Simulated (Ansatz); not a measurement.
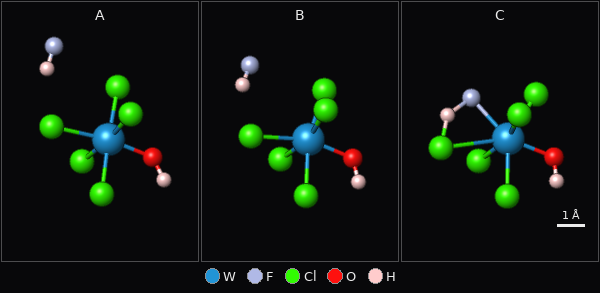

3 geometries from a converged minimum-energy path of WH2OCl5F, shuffled. A ball-and-stick model, seen face on.

The calculation used RKS PBE/def2-SVP in Ansatz 0.2.0. Settings: 7 movable images; climbing image; force threshold 0.05 eV/Å; iteration limit 60; starting path through a guess of the saddle point.

Which of them lies highest in energy?

Answer. C. In order along the path, whose images run from 0 to 8: C (image 4, +89.8 kJ/mol), B (image 6, +63.0 kJ/mol), A (image 7, +54.4 kJ/mol). Breaking: Cl–H (1.30 → 2.26 Å), F–W (1.90 → 4.01 Å). Forming: F–H (2.02 → 0.94 Å), Cl–W (4.60 → 2.36 Å).
